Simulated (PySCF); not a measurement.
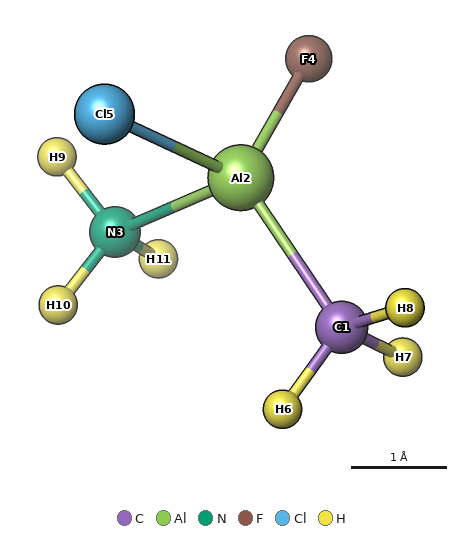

Fig. 1: The structure (ball-and-stick view, seen at a tilt; atoms are numbered from 1 in the order of the input). Sticks mark near contacts. Bond lengths as drawn: Al–C 1.95 Å, Al–Cl 2.14 Å, Al–F 1.68 Å, Al–N 2.04 Å, C–H 1.10 Å and H–N 1.02 Å.

## Two runs on CH$_{6}$AlClFN

System: CH$_{6}$AlClFN.
Method of run A: GIAO HF/pcSseg-2 NMR shielding, non-relativistic, gas phase (PySCF 2.14.0).

The geometry comes from this level: PBE0-D3(BJ)/def2-SVP. Text and figures count atoms from 1; the logs count them from 0 in places.

### The input, run A
```
{"job": {"kind": "nmr", "xc": "HF", "basis": "pcSseg-2", "pop": false}, "charge": 0, "multiplicity": 1}
C      1.684734     0.051436    -0.111625
Al    -0.122573     0.750440    -0.289382
N     -1.377082    -0.755133     0.263848
F     -0.755493     0.985745    -1.832081
Cl    -0.790981     2.196634     1.137992
H      1.887212    -0.343705     0.898120
H      1.900508    -0.749418    -0.838577
H      2.424098     0.850248    -0.288271
H     -2.338048    -0.407975     0.230974
H     -1.203830    -1.073564     1.218455
H     -1.319074    -1.565467    -0.355162
```

The first line tells a small driver script what to run in PySCF; the rest is the geometry in Å.

Launched with:
```bash
OMP_NUM_THREADS=1 python <driver script> task.json out
```

Hardware: 1 CPU thread, shared host.

### Output (run A)
```
final grid: 89672 points
cycle   1  E = -896.8951278295  dE =  6.681e-02  |g| = 6.277e-01  |ddm| = 2.165e+00
cycle   2  E = -896.9684083493  dE = -7.328e-02  |g| = 3.942e-01  |ddm| = 5.835e-01
cycle   3  E = -896.9901681333  dE = -2.176e-02  |g| = 5.240e-02  |ddm| = 1.654e-01
cycle   4  E = -896.9911896154  dE = -1.021e-03  |g| = 1.367e-02  |ddm| = 6.216e-02
cycle   5  E = -896.9912509611  dE = -6.135e-05  |g| = 4.184e-03  |ddm| = 1.574e-02
cycle   6  E = -896.9912581048  dE = -7.144e-06  |g| = 1.123e-03  |ddm| = 5.457e-03
cycle   7  E = -896.9912588637  dE = -7.589e-07  |g| = 3.644e-04  |ddm| = 2.152e-03
cycle   8  E = -896.9912589211  dE = -5.743e-08  |g| = 1.078e-04  |ddm| = 4.770e-04
cycle   9  E = -896.9912589276  dE = -6.556e-09  |g| = 1.986e-05  |ddm| = 2.039e-04
cycle  10  E = -896.9912589279  dE = -2.374e-10  |g| = 5.381e-06  |ddm| = 3.749e-05
converged SCF energy = -896.9912589279

GIAO shielding tensors (ppm)
atom      isotropic    diamagn.    paramagn.     s11        s22        s33       span
  0 C      204.395     242.307     -37.912    199.466    203.780    209.939     10.473
  1 Al     483.060     789.324    -306.264    417.545    470.533    561.100    143.555
  2 N      234.889     310.942     -76.053    229.921    234.369    240.376     10.455
  3 F      386.218     469.898     -83.680    357.543    370.463    430.650     73.107
  4 Cl    1019.930    1149.287    -129.357    965.435    996.430   1097.926    132.491
  5 H       32.479      30.992       1.488     28.272     29.901     39.266     10.994
  6 H       32.337      30.574       1.764     27.827     29.098     40.087     12.260
  7 H       31.967      29.197       2.770     27.491     28.902     39.508     12.017
  8 H       29.113      28.799       0.313     23.031     25.671     38.637     15.606
  9 H       29.501      30.645      -1.144     23.879     25.556     39.068     15.189
 10 H       29.429      30.226      -0.797     23.329     24.676     40.283     16.955
```

The input of run B differs as follows (lines with − go, lines with + come):
```diff
-"xc": "HF"
+"xc": "KT2"
```

How does run B compare with run A?

The total energies belong to different methods, so their difference says nothing on which is more stable or more accurate. The HOMO goes from −11.20 to −6.79 eV. The LUMO goes from 1.59 to −1.48 eV. The dipole moment goes from 6.25 to 5.88 D. Of all shieldings, the largest change is that of Cl5, by −65.0 ppm. The method changes from HF to KT2. Exact exchange removes part of the self-interaction error of semilocal functionals, which pushes filled and empty levels apart. The SCF takes 16 iterations against 10.

### Output (run B)
```
coarse grid: 10208 points
cycle   1  E = -907.5412630301  dE =  1.542e-01  |g| = 9.900e-01  |ddm| = 2.272e+00
cycle   2  E = -906.8864089175  dE =  6.549e-01  |g| = 2.151e+00  |ddm| = 2.111e+00
cycle   3  E = -907.7077715666  dE = -8.214e-01  |g| = 3.446e-01  |ddm| = 1.662e+00
cycle   4  E = -907.7320259256  dE = -2.425e-02  |g| = 9.062e-02  |ddm| = 2.805e-01
cycle   5  E = -907.7335135204  dE = -1.488e-03  |g| = 2.809e-02  |ddm| = 5.627e-02
cycle   6  E = -907.7336711947  dE = -1.577e-04  |g| = 9.980e-03  |ddm| = 2.703e-02
cycle   7  E = -907.7336892891  dE = -1.809e-05  |g| = 2.506e-03  |ddm| = 7.855e-03
cycle   8  E = -907.7336905022  dE = -1.213e-06  |g| = 7.270e-04  |ddm| = 2.927e-03
final grid: 89672 points
cycle   9  E = -907.7465413163  dE = -3.489e-04  |g| = 2.846e-02  |ddm| = 6.157e-02
cycle  10  E = -907.7463174851  dE =  2.238e-04  |g| = 4.460e-02  |ddm| = 3.596e-02
cycle  11  E = -907.7466237791  dE = -3.063e-04  |g| = 8.466e-03  |ddm| = 2.651e-02
cycle  12  E = -907.7466336536  dE = -9.874e-06  |g| = 1.523e-03  |ddm| = 4.873e-03
cycle  13  E = -907.7466342511  dE = -5.975e-07  |g| = 3.547e-04  |ddm| = 1.683e-03
cycle  14  E = -907.7466342742  dE = -2.313e-08  |g| = 1.064e-04  |ddm| = 3.173e-04
cycle  15  E = -907.7466342770  dE = -2.804e-09  |g| = 2.232e-05  |ddm| = 9.597e-05
cycle  16  E = -907.7466342771  dE = -7.867e-11  |g| = 6.250e-06  |ddm| = 1.484e-05
converged SCF energy = -907.7466342771

GIAO shielding tensors (ppm)
atom      isotropic    diamagn.    paramagn.     s11        s22        s33       span
  0 C      196.949     245.245     -48.296    192.802    195.957    202.089      9.288
  1 Al     442.891     795.119    -352.228    374.679    438.998    514.997    140.318
  2 N      223.517     311.515     -87.998    219.413    221.452    229.686     10.272
  3 F      335.287     469.050    -133.763    295.764    315.308    394.789     99.025
  4 Cl     954.945    1151.320    -196.375    879.128    915.093   1070.613    191.486
  5 H       32.009      30.800       1.209     27.993     29.729     38.306     10.313
  6 H       31.866      30.431       1.436     27.515     28.901     39.182     11.666
  7 H       31.487      29.057       2.429     27.264     28.726     38.470     11.206
  8 H       29.185      29.336      -0.152     23.764     26.195     37.595     13.830
  9 H       29.536      30.843      -1.307     24.490     26.054     38.064     13.574
 10 H       29.402      30.418      -1.016     23.768     25.114     39.324     15.556
```

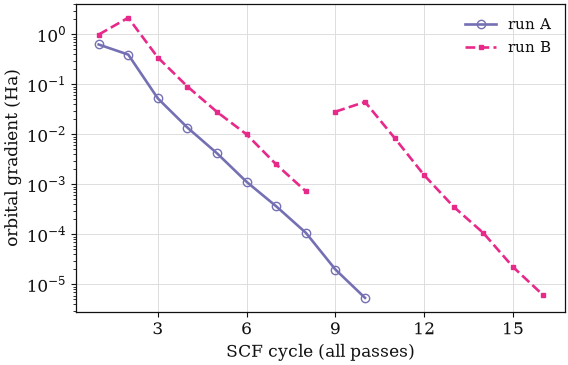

Fig. 2: Convergence of the two runs: orbital gradient against the SCF cycle. A break in a curve parts two SCF passes (coarse and final grid). Run A takes 10 cycles in all, and run B takes 16.

### The two runs side by side

| quantity | run A | run B |
| --- | --- | --- |
| outcome | converged | converged |
| total energy (hartree) | −896.991259 | −907.746634 |
| HOMO (eV) | −11.20 | −6.79 |
| LUMO (eV) | 1.59 | −1.48 |
| dipole moment (D) | 6.25 | 5.88 |
| shielding of C1 (ppm) | 204.4 | 196.9 |
| shielding of Al2 (ppm) | 483.1 | 442.9 |
| shielding of N3 (ppm) | 234.9 | 223.5 |
| shielding of F4 (ppm) | 386.2 | 335.3 |
| shielding of Cl5 (ppm) | 1019.9 | 954.9 |
| shielding of H7 (ppm) | 32.3 | 31.9 |
| shielding of H8 (ppm) | 32.0 | 31.5 |
| SCF iterations | 10 | 16 |
| basis functions | 278 | 278 |
| wall time (shared host) | 32 s | 68 s |
